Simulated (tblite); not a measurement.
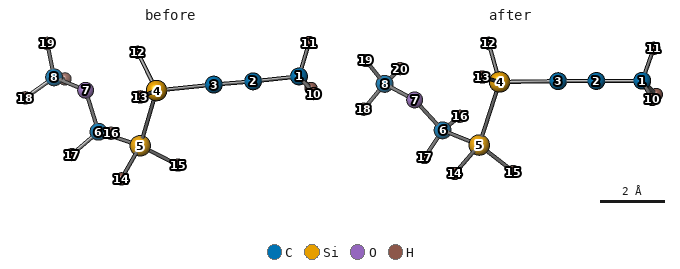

The structure of C5H12OSi2 before (left) and after (right) a relaxation, at one scale.

A ball-and-stick model, seen at a tilt.

The calculation used tblite, GFN2-xTB geometry optimisation, gas phase. 

Question: What changed between the two?

Answer: An H atom moves most after the best rigid fit: 0.99 Å. By element the largest moves are H 0.99 Å, O 0.49 Å, C 0.40 Å, Si 0.37 Å. Some distances before and after: Si–Si 2.218 → 2.313 Å, C–Si 1.811 → 1.849 Å, C–Si 1.873 → 1.908 Å, C–C 1.239 → 1.205 Å. Bond angles that change, for instance: Si–Si–H 107.0° → 114.9°, Si–Si–H 107.4° → 114.1°, Si–C–H 107.0° → 113.3°. Groups turn about C–Si by about 40°. After 135 geometry steps the energy has fallen by 10.2 kcal/mol.
